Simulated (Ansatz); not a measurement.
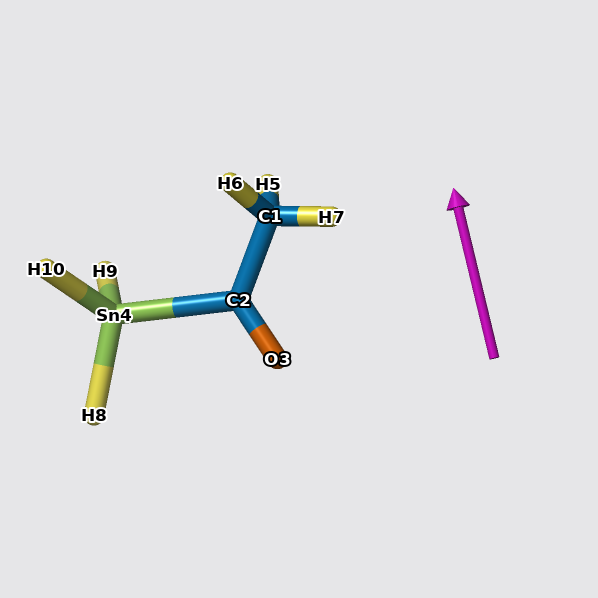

The arrow beside the molecule shows the direction of the dipole moment, from the negative to the positive end (its length means nothing). The computed structure is the end point of a PBE0-D4/def2-TZVP optimisation. No frequency run is at hand to confirm it as a minimum. Properties computed with RKS PBE0-D4/def2-TZVP, core potentials on Sn (Ansatz 0.2.0).

Question: Estimate the dipole moment.

Answer: 2.31 D; it points from the side of O3, H8 to the side of H5, H6 (the outermost atoms at the two ends).
